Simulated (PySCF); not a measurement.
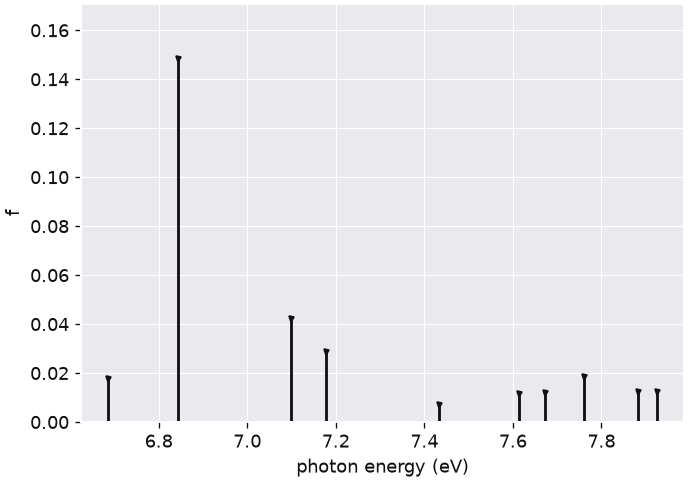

Vertical TDDFT excitations, CAM-B3LYP/def2-SVPD with PySCF 2.14.0, at a PBE0-D3(BJ)/def2-SVP geometry (no frequency check), gas phase. The lowest 10 singlet states are shown.

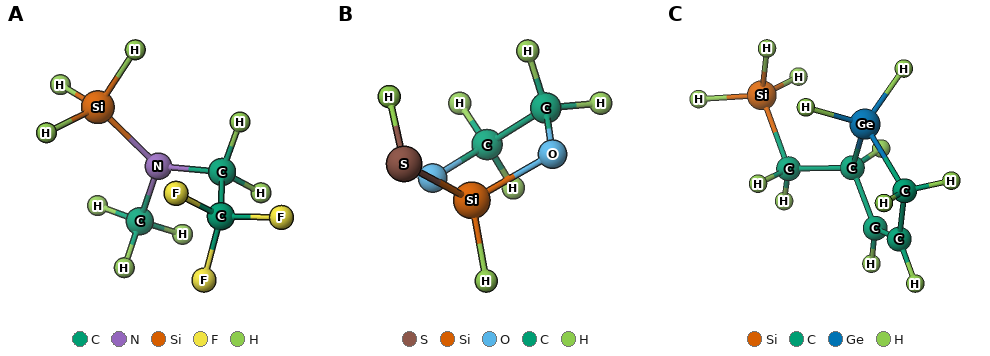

### Which molecule gives this spectrum? Choose among the lettered structures.

Structure C, C₅H₁₂GeSi, SMILES [SiH3]C[C@@H]1C=C[CH2][GeH2]1, singlet. Its lowest singlet lies at 6.69 eV (f = 0.018) and the brightest of those computed is S2 at 6.84 eV (181 nm), f = 0.148, mixed, the largest part being HOMO → LUMO+2 (45 %).

Note: one conformer of a flexible molecule; core orbitals are frozen in the response.
